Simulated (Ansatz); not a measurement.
Input

```
crystal:
  periodic: [false, false, false]
  atoms:
    - { symbol: B, position_ang: [0.0, 0.0, 0.0] }
    - { symbol: H, position_ang: [0.0, 0.0, 1.44] }
    - { symbol: F, position_ang: [1.1431, 0.0, -0.66] }
    - { symbol: F, position_ang: [-1.1431, 0.0, -0.66] }
    - { symbol: H, position_ang: [0.0, 0.0, 2.4] }
magnetization:
  spin_polarized: true
  initial_magnetization: 1
basis:
  gaussian: { orbitals: def2-SVP }
hamiltonian:
  xc: b3lyp
relax:
  f_tol: 0.15
  max_steps: 25
  restrain:
    - { distance: [1, 4], at: 0.66, k: 30.0 }
    - { distance: [0, 1], at: 2.39, k: 30.0 }
output:
  orbitals: {}
```

Command:

```sh
ansatz run input.yaml --threads 1 --pin off --max-ram 2048MiB --backend cpu --events-out ev --progress --plain --runs-dir out
```

The fields are those of the run's last geometry, not of the input's.

Not at a stationary point (largest force 1.8 eV/Å).

Method: Ansatz 0.2.0, UKS B3LYP/def2-SVP.

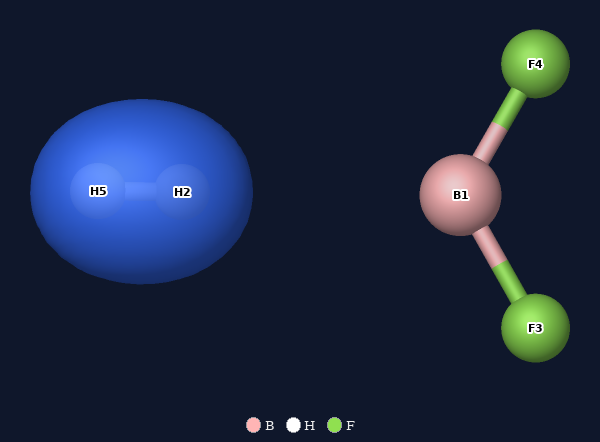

BF2···H2 (doublet). The HOMO (β) at ±0.3 Å⁻³ᐟ² (red and blue are the two phases), seen across its widest extent.

Describe this orbital and give its energy.

Answer. Its weight (Hirshfeld) is mainly on H2 (about 50 %) and H5 (about 45 %); it is symmetric in the molecular plane (an in-plane orbital: σ, lone-pair or in-plane π type). Its energy is −11.77 eV.
